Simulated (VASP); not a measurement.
# What spin-orbit coupling changes in CdTe, part 2 of 4

Aim: run bands, DOS and a relaxation of CdTe twice, without and with spin-orbit coupling. All runs use r2SCAN. Left out of this account: 1 further run (fields: a reference on another mesh). The start is a cell from a database of measured crystal structures.

VASP 6.6.1, plane waves and PAW; the level of theory is named at each step.

So far. Step 2 (Band structure (r2SCAN)): The gap is 1.27 eV, direct at Γ.

### 3. Band structure (r2SCAN + SOC)

This step: r2SCAN, spin-orbit coupling; plane waves and PAW (Cd, Te) (VASP 6.6.1).

The mesh alone shows little of the dispersion and can miss band extrema, so KPOINTS_OPT adds a path through the symmetry points after the self-consistent cycle. Spin-orbit coupling needs spinors and the noncollinear program, where each band holds one electron.

Input file INCAR:

```
SYSTEM = CdTe
PREC = Accurate
ENCUT = 400
EDIFF = 1E-06
NELM = 100
ISMEAR = -1
SIGMA = 0.05
LREAL = .FALSE.
ALGO = Normal
METAGGA = R2SCAN
LASPH = .TRUE.
LNONCOLLINEAR = .TRUE.
MAGMOM = 0 0 0 0 0 0
NBANDS = 30
GGA_COMPAT = .FALSE.
LSORBIT = .TRUE.
LORBIT = 11
LWAVE = .FALSE.
LCHARG = .FALSE.
KPAR = 2
```

Input file POSCAR:

```
CdTe
1.0
    0.0000000000      3.2400000000      3.2400000000
    3.2400000000      0.0000000000      3.2400000000
    3.2400000000      3.2400000000      0.0000000000
Cd Te
1 1
Direct
    0.0000000000      0.0000000000      0.0000000000
    0.2500000000      0.2500000000      0.2500000000
```

Input file KPOINTS:

```
Automatic mesh
0
Gamma
6 6 6
0 0 0
```

Input file KPOINTS_OPT:

```
Line mode
16
Line-mode
Reciprocal
  0.00000000   0.00000000   0.00000000 GAMMA
  0.50000000   0.00000000   0.50000000 X

  0.50000000   0.00000000   0.50000000 X
  0.50000000   0.25000000   0.75000000 W

  0.50000000   0.25000000   0.75000000 W
  0.37500000   0.37500000   0.75000000 K

  0.37500000   0.37500000   0.75000000 K
  0.00000000   0.00000000   0.00000000 GAMMA

  0.00000000   0.00000000   0.00000000 GAMMA
  0.50000000   0.50000000   0.50000000 L

  0.50000000   0.50000000   0.50000000 L
  0.62500000   0.25000000   0.62500000 U

  0.62500000   0.25000000   0.62500000 U
  0.50000000   0.25000000   0.75000000 W

  0.50000000   0.25000000   0.75000000 W
  0.50000000   0.50000000   0.50000000 L

  0.50000000   0.50000000   0.50000000 L
  0.37500000   0.37500000   0.75000000 K

  0.62500000   0.25000000   0.62500000 U
  0.50000000   0.00000000   0.50000000 X
```

Potentials, in the order of the species: Cd and Te (PBE family, release 64).

Started as:

```console
$ mpirun -np 2 vasp_ncl
```

Log:

```text
[banner, memory and clock lines left out]
running    2 mpi-ranks, on    1 nodes
 distrk:  each k-point on    1 cores,    2 groups
 distr:  one band on    1 cores,    1 groups

 POSCAR found type information on POSCAR CdTe
 POSCAR found :  2 types and       2 ions
 [... a notice as in an earlier step ...]

 LDA part: xc-table for (None), standard interpolation
 POSCAR, INCAR and KPOINTS ok, starting setup
 FFT: planning ... GRIDC
 FFT: planning ... GRID_SOFT
 FFT: planning ... GRID
 WAVECAR not read
 entering main loop
       N       E                     dE             d eps       ncg     rms          rms(c)
DAV:   1     0.510286290586E+02    0.51029E+02   -0.71185E+03  1368   0.867E+02
DAV:   2    -0.468695337660E+02   -0.97898E+02   -0.94400E+02  1478   0.242E+02
DAV:   3    -0.512723655298E+02   -0.44028E+01   -0.43791E+01  1554   0.524E+01
DAV:   4    -0.513181264878E+02   -0.45761E-01   -0.45752E-01  1606   0.483E+00
DAV:   5    -0.513186332196E+02   -0.50673E-03   -0.50672E-03  1550   0.493E-01    0.614E+00
DAV:   6    -0.467588879036E+02    0.45597E+01   -0.29220E+00  1380   0.226E+01    0.710E+00
DAV:   7    -0.467308336881E+02    0.28054E-01   -0.14292E-01  1464   0.416E+00    0.466E+00
DAV:   8    -0.467405001620E+02   -0.96665E-02   -0.84126E-02  1422   0.314E+00    0.125E+00
DAV:   9    -0.467427518433E+02   -0.22517E-02   -0.33768E-03  1560   0.511E-01    0.512E-01
DAV:  10    -0.467430711324E+02   -0.31929E-03   -0.13220E-03  1454   0.348E-01    0.219E-01
DAV:  11    -0.467429557797E+02    0.11535E-03   -0.47923E-04  1470   0.214E-01    0.582E-02
DAV:  12    -0.467429574439E+02   -0.16641E-05   -0.29487E-05  1496   0.654E-02    0.404E-02
DAV:  13    -0.467429592226E+02   -0.17788E-05   -0.91239E-06  1520   0.337E-02    0.290E-02
DAV:  14    -0.467429630842E+02   -0.38616E-05   -0.99376E-06  1398   0.353E-02    0.174E-02
DAV:  15    -0.467429616300E+02    0.14542E-05   -0.34354E-06  1518   0.266E-02    0.626E-03
DAV:  16    -0.467429616580E+02   -0.28020E-07   -0.13732E-07   804   0.262E-03
   1 F= -.46742962E+02 E0= -.46742961E+02  d E =-.629796E-06  mag=    -0.0000     0.0000    -0.0000
 Start KPOINTS_OPT (optional k-point list driver)
k-point batch [1-22\160]
       N       E                     dE             ncg
DAV:   1     0.552660082439E+03   -0.57229E+04     1344
DAV:   2    -0.163741927165E+04   -0.21901E+04     1458
DAV:   3    -0.173207423176E+04   -0.94655E+02     1604
DAV:   4    -0.173311080573E+04   -0.10366E+01     1702
DAV:   5    -0.173312051891E+04   -0.97132E-02     1588
DAV:   6    -0.173312077906E+04   -0.26015E-03     1708
DAV:   7    -0.173312078408E+04   -0.50250E-05     1484
DAV:   8    -0.173312078423E+04   -0.14287E-06     1112
[...]
k-point batch [155-160\160]
       N       E                     dE             ncg
DAV:   1     0.782819650048E+04   -0.28817E+04      360
DAV:   2     0.724102161123E+04   -0.58717E+03      404
DAV:   3     0.721669366649E+04   -0.24328E+02      480
DAV:   4     0.721646747505E+04   -0.22619E+00      470
DAV:   5     0.721646556889E+04   -0.19062E-02      460
DAV:   6     0.721646552551E+04   -0.43382E-04      470
DAV:   7     0.721646552450E+04   -0.10072E-05      412
DAV:   8     0.721646552448E+04   -0.28035E-07      320
```

Elapsed: 12 min, on 2 MPI ranks of Intel Xeon 6975P-C (Granite Rapids), shared host; peak memory 0.68 GiB; 23 min of CPU time.

Parts of OUTCAR (step 3):

```text
The static configuration has the point symmetry T_d .

 Found     22 irreducible k-points:

   k-points           NKPTS =     22   k-points in BZ     NKDIM =     22   number of bands    NBANDS=     30

   NELECT =      18.0000    total number of electrons

 E-fermi :   2.8956

 k-point     1 :       0.0000    0.0000    0.0000
  band No.  band energies     occupation
    ...
     14       1.5595      1.00000
     15       2.3741      0.99997
     16       2.3741      0.99997
     17       2.3741      0.99997
     18       2.3741      0.99997
     19       3.3808      0.00006
     20       3.3808      0.00006
     21       6.9133      0.00000
     22       6.9133      0.00000
     23       7.2360      0.00000
    ...

 k-point     2 :       0.1667    0.0000    0.0000
  band No.  band energies     occupation
    ...
     14       0.3589      1.00000
     15       1.6488      1.00000
     16       1.6488      1.00000
     17       2.1252      1.00000
     18       2.1430      1.00000
     19       4.4050      0.00000
     20       4.4050      0.00000
     21       7.2180      0.00000
     22       7.2180      0.00000
     23       7.3912      0.00000
    ...

  Total        0.5975134      0.5975134      0.5975134      0.0000000      0.0000000     -0.0000000
  in kB       14.0732108     14.0732108     14.0732108      0.0000000      0.0000000     -0.0000000
  external PRESSURE =      14.0732108 kB  Pullay stress =       0.0000000 kB

 POSITION                                       TOTAL-FORCE (eV/Angst)
 -----------------------------------------------------------------------------------
      0.00000      0.00000      0.00000         0.000000      0.000000      0.000000
      1.62000      1.62000      1.62000        -0.000000     -0.000000     -0.000000
 -----------------------------------------------------------------------------------
    total drift:                                0.000000      0.000000      0.000000

  FREE ENERGIE OF THE ION-ELECTRON SYSTEM (eV)
  ---------------------------------------------------
  free  energy   TOTEN  =       -46.7429616580 eV

  energy  without entropy=      -46.7429610282  energy(sigma->0) =      -46.74296134

 Spin-Orbit-Coupling matrix elements
 Ion:    1  E_soc:     -0.0581722
 Ion:    2  E_soc:     -0.1792170

 total charge
# of ion       s       p       d       tot
------------------------------------------
    1        0.451   0.315   9.544  10.310
    2        1.351   2.113   0.021   3.485
--------------------------------------------------
tot          1.802   2.427   9.565  13.795

 magnetization (x)
# of ion       s       p       d       tot
------------------------------------------
    1       -0.000   0.000  -0.000  -0.000
    2        0.000   0.000  -0.000   0.000
--------------------------------------------------
tot         -0.000   0.000  -0.000  -0.000

 magnetization (y)
# of ion       s       p       d       tot
------------------------------------------
    1        0.000   0.000  -0.000  -0.000
    2        0.000   0.000  -0.000  -0.000
--------------------------------------------------
tot          0.000   0.000  -0.000  -0.000

 magnetization (z)
# of ion       s       p       d       tot
------------------------------------------
    1        0.000   0.000   0.000   0.000
    2        0.000  -0.000  -0.000  -0.000
--------------------------------------------------
tot          0.000   0.000   0.000   0.000

[... 6 parts as in an earlier step ...]

[... 6 further parts left out ...]
```

This step gave:

- SCF cycles: 16
- bands: 30
- irreducible k-points: 22
- free energy (TOTEN): -46.74 eV
- Fermi energy: 2.896 eV
- pressure: 1.407 GPa
- least gap on mesh and path: 1.007 eV
- least direct gap on mesh and path: 1.007 eV

On-site spin-orbit energy by atom:

```tsv
atom	on-site spin-orbit energy (eV)
Cd1	-0.058
Te2	-0.179
```

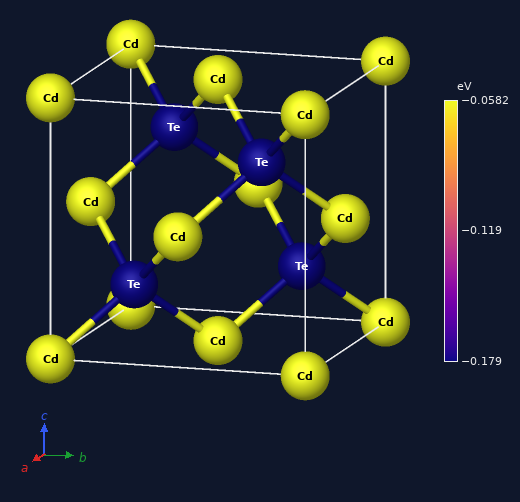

Atoms coloured by on-site spin-orbit energy. Bonds to atoms that aren't drawn are left out. Some periodic images of atoms are drawn too.

Electronic bands along the path, in eV, zero at the valence-band top; v1 is the highest filled band, c1 the lowest empty one:

```tsv
point	v4	v3	v2	v1	c1	c2	c3	c4
Γ	0.00	0.00	0.00	0.00	1.01	1.01	4.54	4.54
X	-2.35	-2.35	-2.02	-2.02	2.61	2.61	2.72	2.72
W	-2.94	-2.50	-2.48	-2.45	4.19	4.56	4.67	4.72
K	-3.06	-2.78	-1.85	-1.82	2.93	2.96	4.52	4.69
Γ	0.00	0.00	0.00	0.00	1.01	1.01	4.54	4.54
L	-1.32	-1.32	-0.82	-0.82	1.96	1.96	5.25	5.25
U	-3.06	-2.78	-1.85	-1.82	2.93	2.96	4.52	4.69
W	-2.94	-2.50	-2.48	-2.45	4.19	4.56	4.67	4.72
L	-1.32	-1.32	-0.82	-0.82	1.96	1.96	5.25	5.25
K	-3.06	-2.78	-1.85	-1.82	2.93	2.96	4.52	4.69
jump to U	-3.06	-2.78	-1.85	-1.82	2.93	2.96	4.52	4.69
X	-2.35	-2.35	-2.02	-2.02	2.61	2.61	2.72	2.72
```

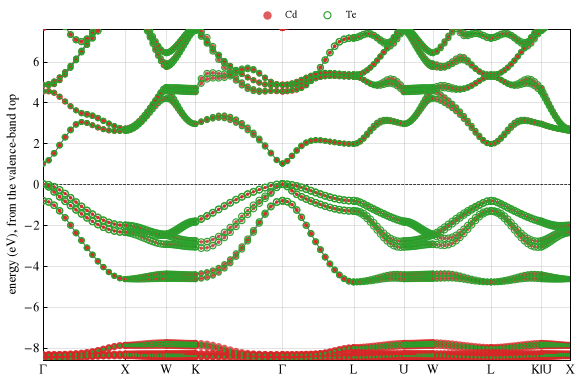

Electronic bands along the path; dots are coloured as in the legend, and their area grows with the weight.

The gap is 1.01 eV, direct at Γ. Spin-orbit coupling moves it by -0.27 eV. The run took 5.1 times the core time, with 30 spinor bands against 21. The valence top at Γ, threefold or sixfold with spin, splits into a fourfold and a twofold level, 0.81 eV apart.

### 4. Total and projected DOS (r2SCAN)

This step: r2SCAN; plane waves and PAW (Cd, Te) (VASP 6.6.1).

Here the states are counted by energy and projected on the atoms.

Input file INCAR:

```
SYSTEM = CdTe
PREC = Accurate
ENCUT = 400
EDIFF = 1E-06
NELM = 100
ISMEAR = -5
SIGMA = 0.05
LREAL = .FALSE.
ALGO = Normal
METAGGA = R2SCAN
LASPH = .TRUE.
NBANDS = 21
LORBIT = 11
LWAVE = .FALSE.
LCHARG = .FALSE.
KPAR = 2
NEDOS = 2001
```

POSCAR is that of step 3.

KPOINTS is that of step 3.

Started as:

```console
$ mpirun -np 2 vasp_std
```

Log:

```text
[... set-up lines as in an earlier step ...]
 entering main loop
       N       E                     dE             d eps       ncg     rms          rms(c)
DAV:   1     0.477054070035E+02    0.47705E+02   -0.70947E+03   704   0.618E+02
DAV:   2    -0.476600783568E+02   -0.95365E+02   -0.90666E+02   770   0.183E+02
DAV:   3    -0.511671239485E+02   -0.35070E+01   -0.34923E+01   792   0.362E+01
DAV:   4    -0.511936316695E+02   -0.26508E-01   -0.26505E-01   823   0.295E+00
DAV:   5    -0.511939698426E+02   -0.33817E-03   -0.33817E-03   815   0.283E-01    0.555E+00
DAV:   6    -0.466430087076E+02    0.45510E+01   -0.24682E+00   687   0.160E+01    0.690E+00
DAV:   7    -0.466140548288E+02    0.28954E-01   -0.10858E-01   762   0.276E+00    0.456E+00
DAV:   8    -0.466227892258E+02   -0.87344E-02   -0.71268E-02   712   0.219E+00    0.897E-01
DAV:   9    -0.466257623782E+02   -0.29732E-02   -0.56640E-03   785   0.458E-01    0.345E-01
DAV:  10    -0.466255143027E+02    0.24808E-03   -0.14932E-03   732   0.333E-01    0.681E-02
DAV:  11    -0.466255030893E+02    0.11213E-04   -0.73621E-05   783   0.877E-02    0.468E-02
DAV:  12    -0.466255071790E+02   -0.40897E-05   -0.23541E-05   775   0.472E-02    0.267E-02
DAV:  13    -0.466255087573E+02   -0.15783E-05   -0.81603E-06   697   0.156E-02    0.846E-03
DAV:  14    -0.466255086349E+02    0.12232E-06   -0.32998E-07   476   0.355E-03
   1 F= -.46625509E+02 E0= -.46625509E+02  d E =0.000000E+00
```

Run time: 29 s. Hardware: 2 MPI ranks; peak memory 0.32 GiB; 55 s of CPU time.

OUTCAR, selected parts (step 4):

```text
The static configuration has the point symmetry T_d .

 Found     16 irreducible k-points:

   NELECT =      18.0000    total number of electrons

 E-fermi :   2.1245

 k-point     1 :       0.0000    0.0000    0.0000
  band No.  band energies     occupation
    ...
      5      -6.1686      2.00000
      6      -6.1686      2.00000
      7       2.1077      2.00000
      8       2.1077      2.00000
      9       2.1077      2.00000
     10       3.3799      0.00000
     11       7.1346      0.00000
     12       7.1346      0.00000
     13       7.1346      0.00000
     14      10.0417      0.00000
    ...

  Total        0.5845315      0.5845315      0.5845315      0.0000000      0.0000000      0.0000000
  in kB       13.7674484     13.7674484     13.7674484      0.0000000      0.0000000      0.0000000
  external PRESSURE =      13.7674484 kB  Pullay stress =       0.0000000 kB

  FREE ENERGIE OF THE ION-ELECTRON SYSTEM (eV)
  ---------------------------------------------------
  free  energy   TOTEN  =       -46.6255086349 eV

  energy  without entropy=      -46.6255086349  energy(sigma->0) =      -46.62550863

[... 16 parts as in an earlier step ...]
```

The gap is read on the k-mesh alone, so it is an upper bound where the band edges lie off the mesh.

Numbers from this step:

```yaml
scf_cycles: 14
bands: 21
irreducible_k_points: 16
free_energy_toten: -46.63 eV
fermi_energy: 2.124 eV
pressure: 1.377 GPa
gap_on_the_k_mesh: 1.272 eV
least_direct_gap_on_the_k_mesh: 1.272 eV
```

The density of states has structure finer than the step of the table below, so its rows give means over 1 eV, whole bins alone (the curve runs from -12.0 to 9.19 eV). Peaks (eV: height): total -11.0: 11.2, -8.5: 35.2, -8.3: 39.8, -4.2: 6.16; Te p -8.5: 0.528, -4.2: 1.45, -2.2: 0.812, -1.1: 0.939; Cd s -4.2: 1.32, 3.3: 0.458; Cd d -8.5: 32.3, -8.3: 37.6; Te s -11.0: 6.41.

States under -12.0 eV and over 9.2 eV are left out. The density of states by energy, zero at the valence-band top; means over each step; values in states/eV/cell:

```tsv
energy (eV)	total	Te p	Cd s	Cd d	Te s
-11	1.98	2.1e-4	0.0319	0.204	1.10
-10	0	0	0	0	0
-9	1.16	0.0183	2.2e-4	1.07	2.6e-4
-8	8.79	0.0562	0.0152	8.01	0.142
-7	0	0	0	0	0
-6	0	0	0	0	0
-5	1.8e-4	4.1e-5	2.8e-5	0	0
-4	1.49	0.353	0.297	0.0334	0.0278
-3	0.390	0.101	0.0534	0.0180	0.0172
-2	2.01	0.705	0.0364	0.0686	0.0129
-1	1.90	0.781	0.0107	0.0886	0.00357
0	0.190	0.0873	2.0e-4	0.0125	6.8e-5
1	2.7e-4	3.1e-5	7.3e-5	0	3.9e-5
2	0.0627	0.00713	0.0152	4.0e-4	0.00827
3	1.27	0.158	0.257	0.0212	0.0755
4	1.23	0.149	0.166	0.0292	0.0377
5	1.48	0.125	0.0413	0.0355	0.0252
6	1.58	0.108	0.00959	0.0355	0.0109
7	1.42	0.179	0.0235	0.0371	0.0235
8	1.32	0.132	0.0171	0.0489	0.0129
```

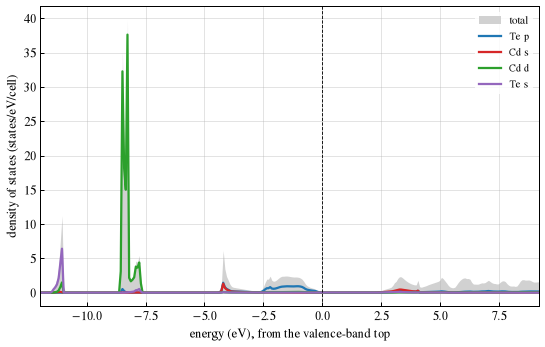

Density of states, plotted against energy.

The gap on this mesh is 1.27 eV. In the top eV of the valence band the largest shares in the PAW spheres are Te p 43 % and Cd d 5 %. The rest lies in smaller channels or between the spheres.

(Continued in part 3 of 4.)

[Lines on the potential files, build, host, timing and source positions are cut from VASP's logs without a mark.]

[Logs are printed without paths, hosts, clocks, repeated set-up lines and the standing remarks that a program may print on its own settings, such as how far it seeks lower states.]

[Hosts, paths, dates, database ids (printed as entryN), source tags and the programs' standing remarks are cut or masked in the printed files.]

[A measured line is paired with the nearest computed mode of its activity, which favours agreement.]
